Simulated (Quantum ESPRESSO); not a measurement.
# WSi2N4, 1 layer: a series in the share of short-range exact exchange, part 2 of 3

Wanted: a table for WSi2N4, 1 layer against the share of short-range exact exchange, and what can be fitted to it.

Quantum ESPRESSO 7.5; plane-wave DFT, PBE, SG15 norm-conserving pseudopotentials.

So far. Step 2 (Variable-cell relaxation of the reference):  The last row is no step: it is a fresh SCF in the final cell with a new plane-wave basis, +1 meV from the row before.

### 3. Self-consistent run, 0

The self-consistent run of this member.

Level of this step: plane-wave DFT, PBE, SG15 norm-conserving pseudopotentials (Quantum ESPRESSO 7.5).

The input, m0.scf.in:

```
&control
  prefix = 'm0.scf'
  outdir = './out'
  pseudo_dir = './pseudo'
  calculation = 'scf'
  tprnfor = .true.
/
&system
  ibrav = 0
  nat = 7
  ntyp = 3
  ecutwfc = 60
  ecutrho = 240
  occupations = 'fixed'
  nbnd = 31
/
&electrons
  conv_thr = 1e-08
  mixing_beta = 0.6
  electron_maxstep = 120
/
ATOMIC_SPECIES
  N   14.0070  N_ONCV_PBE-1.2.upf
  Si  28.0850  Si_ONCV_PBE-1.2.upf
  W   183.8400  W_ONCV_PBE-1.2.upf
CELL_PARAMETERS angstrom
  2.90569439000000 0.00000000000000 0.00000000000000
  -1.45284719500000 2.51640515800000 0.00000000000000
  0.00000000000000 0.00000000000000 22.10102208300000
ATOMIC_POSITIONS crystal
  N   0.000000000000 0.000000000000 0.339498739200
  Si  0.333333333300 0.666666666700 0.362981816800
  N   0.333333333300 0.666666666700 0.442585811400
  W   0.000000000000 0.000000000000 0.500000000000
  N   0.333333333300 0.666666666700 0.557414188600
  Si  0.333333333300 0.666666666700 0.637018183200
  N   0.000000000000 0.000000000000 0.660501260800
K_POINTS automatic
  9 9 1 0 0 0
```

Started as:

```
> OMP_NUM_THREADS=1 mpirun -n 4 pw.x -nk 4 -in m0.scf.in > m0.scf.out
```

Output:

```text
[banner, memory and clock lines left out]
Program PWSCF v.7.5 starts
[citation notice left out]

[...]
Message from routine setup:
[...]
bravais-lattice index     =            0
     lattice parameter (alat)  =       5.4910  a.u.
     unit-cell volume          =    1090.5346 (a.u.)^3
     number of atoms/cell      =            7
     number of atomic types    =            3
     number of electrons       =        56.00
     number of Kohn-Sham states=           31
     kinetic-energy cutoff     =      60.0000  Ry
     charge density cutoff     =     240.0000  Ry
     scf convergence threshold =      1.0E-08
     mixing beta               =       0.6000
     number of iterations used =            8  plain     mixing
     Exchange-correlation= PBE
                           (   1   4   3   4   0   0   0)

[...]
PseudoPot. # 1 for N  read from file:
     ./pseudo/N_ONCV_PBE-1.2.upf
     Pseudo is Norm-conserving, Zval =  5.0
     Generated using ONCVPSP code by D. R. Hamann
     Using radial grid of  602 points,  4 beta functions with:
                l(1) =   0
                l(2) =   0
                l(3) =   1
                l(4) =   1

     PseudoPot. # 2 for Si read from file:
     ./pseudo/Si_ONCV_PBE-1.2.upf
     Pseudo is Norm-conserving, Zval =  4.0
     Generated using ONCVPSP code by D. R. Hamann
     Using radial grid of  602 points,  4 beta functions with:
                l(1) =   0
                l(2) =   0
                l(3) =   1
                l(4) =   1

     PseudoPot. # 3 for W  read from file:
     ./pseudo/W_ONCV_PBE-1.2.upf
     Pseudo is Norm-conserving, Zval = 28.0
     Generated using ONCVPSP code by D. R. Hamann
     Using radial grid of  602 points,  8 beta functions with:
                l(1) =   0
                l(2) =   0
                l(3) =   1
                l(4) =   1
                l(5) =   2
                l(6) =   2
                l(7) =   3
                l(8) =   3

     atomic species   valence    mass     pseudopotential
     N                 5.00    14.00700     N ( 1.00)
     Si                4.00    28.08500     Si( 1.00)
     W                28.00   183.84000     W ( 1.00)

     12 Sym. Ops. (no inversion) found

[...]
number of k points=    12
[...]
Dense  grid:    68563 G-vectors     FFT dimensions: (  27,  27, 216)

     Initial potential from superposition of free atoms

     starting charge      55.8301, renormalised to      56.0000

     negative rho (up, down):  1.585E-04 0.000E+00
     Starting wfcs are random

     per-process dynamical memory:    58.7 Mb

     Self-consistent Calculation

     iteration #  1     ecut=    60.00 Ry     beta= 0.60
     Davidson diagonalization with overlap
     ethr =  1.00E-02,  avg # of iterations = 14.3

     negative rho (up, down):  1.716E-08 0.000E+00

     total energy              =    -638.98143377 Ry
     estimated scf accuracy    <       2.00437257 Ry

     iteration #  2     ecut=    60.00 Ry     beta= 0.60
[...]
total energy              =    -638.38843009 Ry
     estimated scf accuracy    <       5.81290310 Ry

     iteration #  3     ecut=    60.00 Ry     beta= 0.60
[...]
total energy              =    -639.15596192 Ry
     estimated scf accuracy    <       5.08607367 Ry

     iteration #  4     ecut=    60.00 Ry     beta= 0.60
[...]
total energy              =    -639.78141449 Ry
     estimated scf accuracy    <       0.09522099 Ry

     iteration #  5     ecut=    60.00 Ry     beta= 0.60
[...]
total energy              =    -639.80055949 Ry
     estimated scf accuracy    <       0.01192166 Ry

     iteration #  6     ecut=    60.00 Ry     beta= 0.60
[...]
total energy              =    -639.80169458 Ry
     estimated scf accuracy    <       0.00289469 Ry

[...]
iteration # 11     ecut=    60.00 Ry     beta= 0.60
[...]
negative rho (up, down):  5.530E-06 0.000E+00

[...]
total energy              =    -639.80170253 Ry
     estimated scf accuracy    <       0.00000038 Ry

     iteration # 12     ecut=    60.00 Ry     beta= 0.60
[...]
total energy              =    -639.80170257 Ry
     estimated scf accuracy    <       0.00000010 Ry

     iteration # 13     ecut=    60.00 Ry     beta= 0.60
[...]
total energy              =    -639.80170258 Ry
     estimated scf accuracy    <       0.00000004 Ry

     iteration # 14     ecut=    60.00 Ry     beta= 0.60
[...]
End of self-consistent calculation

          k = 0.0000 0.0000 0.0000 (  8575 PWs)   bands (ev):

   -70.3472 -34.6341 -34.2738 -34.2738 -24.5672 -24.5386 -24.5386 -24.5192
   -24.4252 -24.4252 -24.3950 -15.0171 -14.8868 -12.6934 -11.0499  -5.2702
    -2.2984  -0.2948  -0.2948  -0.2509  -0.0888  -0.0888   0.0689   0.0689
     1.3219   1.3950   1.3950   3.8586   6.9288   6.9288   7.5456

          k = 0.0000 0.1283 0.0000 (  8555 PWs)   bands (ev):

   -70.3402 -34.6150 -34.3767 -34.2964 -24.5637 -24.5391 -24.5371 -24.5230
   -24.4272 -24.4257 -24.3936 -14.8117 -14.6930 -12.4943 -11.0287  -5.0429
    -2.3507  -1.0945  -0.9843  -0.5378  -0.3544  -0.2974   0.0092   0.1836
     1.0191   1.1435   1.5653   3.6882   6.6490   6.9308   7.2936

[...]
highest occupied, lowest unoccupied level (ev):     3.8586    6.2929

!    total energy              =    -639.80170258 Ry
     estimated scf accuracy    <          4.3E-09 Ry

     The total energy is the sum of the following terms:
     one-electron contribution =   -5322.14118745 Ry
     hartree contribution      =    2675.58498711 Ry
     xc contribution           =     -68.33111421 Ry
     ewald contribution        =    2075.08561197 Ry

     convergence has been achieved in  14 iterations

     Forces acting on atoms (cartesian axes, Ry/au):

     atom    1 type  1   force =     0.00000000    0.00000000    0.00011794
     atom    2 type  2   force =     0.00000000    0.00000000   -0.00108657
     atom    3 type  1   force =     0.00000000    0.00000000    0.00720382
     atom    4 type  3   force =     0.00000000   -0.00000000    0.00000000
     atom    5 type  1   force =     0.00000000   -0.00000000   -0.00720382
     atom    6 type  2   force =     0.00000000    0.00000000    0.00108657
     atom    7 type  1   force =     0.00000000   -0.00000000   -0.00011794

     Total force =     0.010304     Total SCF correction =     0.000160

[...]
```

Wall time 29 s (4 MPI ranks of Arm Neoverse V1, shared host); peak memory 0.45 GiB; 1.9 min of CPU time.

Read from the output:

```
free energy                          : -8704.9456 eV
valence top, on the run's zero       : 3.859 eV
conduction bottom, on the run's zero : 6.293 eV
gap by band count                    : 2.434 eV
```

### 4. Potential by pp.x, 0

plot_num = 11 writes the bare and Hartree potential, from which vacuum levels or, in a crystal, the mean potential are read.

The input, m0.pot.in:

```
&inputpp
  prefix = 'm0.scf'
  outdir = './out'
  filplot = 'm0.pot.dat'
  plot_num = 11
/
```

Started as:

```
> OMP_NUM_THREADS=1 mpirun -n 4 pp.x -in m0.pot.in > m0.pot.out
```

Output:

```text
[banner, memory and clock lines left out]
Program POST-PROC v.7.5 starts

          URL

     ./out/m0.scf.save/

     IMPORTANT: XC functional enforced from input :
     Exchange-correlation= PBE
                           (   1   4   3   4   0   0   0)
     Any further DFT definition will be discarded
     Please, verify this is what you really want

     Calling punch_plot, plot_num =  11
     Writing data to file  m0.pot.dat
     Message from routine chdens:
     namelist plot not found or invalid, exiting
```

The job ended after 0.71 s (4 MPI ranks; peak memory 0.09 GiB; 2.5 s of CPU time).

Numbers from this step:

| Item | Value |
| --- | --- |
| potential in the middle of the vacuum, over the valence top | 5.330 eV |

Electrostatic potential energy of an electron; zero at the highest filled level of the SCF mesh. The potential energy, planar mean by z:

```csv
z (Å),"potential energy, planar mean (eV)"
0,5.33
2,5.33
4,5.33
6,5.06
8,-29.7
10,-8.94
12,-8.25
14,-27.9
16,4.95
18,5.33
20,5.33
```

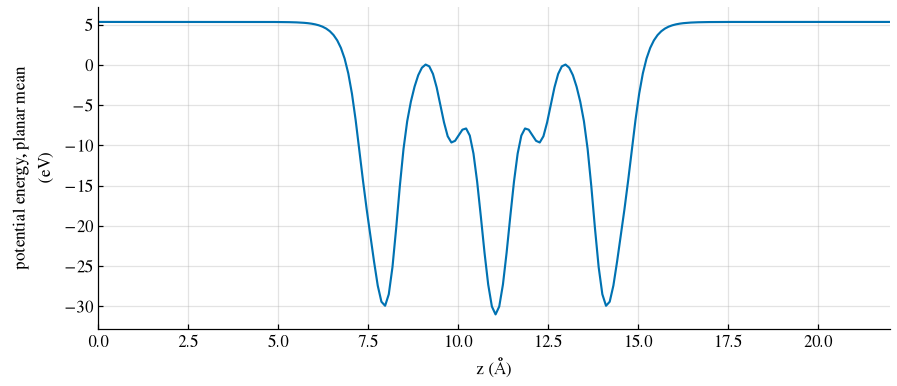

Potential energy, planar mean, plotted against z.

### 5. Self-consistent run, 0.1

Level of this step: plane-wave DFT, screened hybrid with 0.1 exact exchange, SG15 norm-conserving pseudopotentials (Quantum ESPRESSO 7.5). input_dft overrides the functional of the files.

m1.scf.in, as its differences from the input of step 3:

```diff
@@ -1,3 +1,3 @@
 &control
-  prefix = 'm0.scf'
+  prefix = 'm1.scf'
   outdir = './out'
@@ -15,2 +15,8 @@
   nbnd = 31
+  input_dft = 'hse'
+  exx_fraction = 0.1
+  nqx1 = 3
+  nqx2 = 3
+  nqx3 = 1
+  ecutfock = 60
 /
```

Started as:

```
> OMP_NUM_THREADS=1 mpirun -n 4 pw.x -nk 4 -in m1.scf.in > m1.scf.out
```

Output:

```text
[banner, memory and clock lines left out]
Program PWSCF v.7.5 starts
[...]
Message from routine setup:
[...]
number of electrons       =        56.00
     number of Kohn-Sham states=           31
     kinetic-energy cutoff     =      60.0000  Ry
     charge density cutoff     =     240.0000  Ry
[...]
number of k points=    12
[...]
Dense  grid:    68563 G-vectors     FFT dimensions: (  27,  27, 216)
[...]
negative rho (up, down):  1.585E-04 0.000E+00
     Starting wfcs are random
[...]
negative rho (up, down):  1.716E-08 0.000E+00
[...]
estimated scf accuracy    <       2.00437257 Ry
[...]
estimated scf accuracy    <       5.81290310 Ry
[...]
estimated scf accuracy    <       5.08607367 Ry
[...]
estimated scf accuracy    <       0.09522099 Ry
[...]
estimated scf accuracy    <       0.01192166 Ry
[...]
estimated scf accuracy    <       0.00289469 Ry
[...]
estimated scf accuracy    <       0.00105122 Ry
[...]
estimated scf accuracy    <       0.00018625 Ry
[...]
estimated scf accuracy    <       0.00003622 Ry
[...]
estimated scf accuracy    <       0.00000313 Ry
[...]
negative rho (up, down):  5.530E-06 0.000E+00
[...]
estimated scf accuracy    <       0.00000038 Ry
[...]
estimated scf accuracy    <       0.00000010 Ry
[...]
estimated scf accuracy    <       0.00000004 Ry
[...]
highest occupied, lowest unoccupied level (ev):     3.8586    6.2929
!    total energy              =    -639.80170258 Ry
     estimated scf accuracy    <          4.3E-09 Ry
     convergence has been achieved in  14 iterations
[...]
estimated scf accuracy    <       0.00226269 Ry
[...]
estimated scf accuracy    <       0.00526736 Ry
[...]
estimated scf accuracy    <       0.00005676 Ry
[...]
estimated scf accuracy    <       0.00001787 Ry
[...]
estimated scf accuracy    <       0.00000151 Ry
[...]
estimated scf accuracy    <       0.00000020 Ry
[...]
estimated scf accuracy    <       0.00000008 Ry
[...]
highest occupied, lowest unoccupied level (ev):     3.5950    6.2433
!    total energy              =    -639.29612020 Ry
     estimated scf accuracy    <          2.1E-09 Ry
     convergence has been achieved in   8 iterations
[...]
estimated scf accuracy    <       0.00000747 Ry
[...]
estimated scf accuracy    <       0.00001396 Ry
[...]
estimated scf accuracy    <       0.00000030 Ry
[...]
estimated scf accuracy    <       0.00000011 Ry
[...]
highest occupied, lowest unoccupied level (ev):     3.5940    6.2452
!    total energy              =    -639.29622919 Ry
     estimated scf accuracy    <          9.4E-09 Ry
     convergence has been achieved in   5 iterations
[...]
estimated scf accuracy    <       0.00000003 Ry
[...]
estimated scf accuracy    <       0.00000004 Ry
[...]
highest occupied, lowest unoccupied level (ev):     3.5946    6.2462
!    total energy              =    -639.29623007 Ry
     estimated scf accuracy    <          3.2E-09 Ry
     convergence has been achieved in   3 iterations
[...]
estimated scf accuracy    <       0.00000004 Ry
[...]
estimated scf accuracy    <       0.00000012 Ry
[...]
highest occupied, lowest unoccupied level (ev):     3.5943    6.2459
!    total energy              =    -639.29623009 Ry
     estimated scf accuracy    <          1.2E-10 Ry
     convergence has been achieved in   3 iterations
[...]
!!   total energy              =    -639.29623009 Ry
[...]
Total force =     0.024066     Total SCF correction =     0.000030
[...]
```

Wall time 2.5 min (4 MPI ranks); peak memory 4.2 GiB; 9.9 min of CPU time.

This step gave:

| Property | Result |
| --- | --- |
| free energy | -8698.0683 eV |
| valence top, on the run's zero | 3.594 eV |
| conduction bottom, on the run's zero | 6.246 eV |
| gap by band count | 2.652 eV |

[end of part 2 of 3]

[Logs are printed without paths, hosts, clocks, repeated set-up lines and the standing remarks that a program may print on its own settings, such as how far it seeks lower states.]

[Hosts, paths, dates, database ids (printed as entryN), source tags and the programs' standing remarks are cut or masked in the printed files.]

[Maps of the electrostatic potential energy from Ansatz leave out the sawtooth potential of an applied field or a dipole correction, so their vacuum need not be flat; planar profiles and work functions include it.]
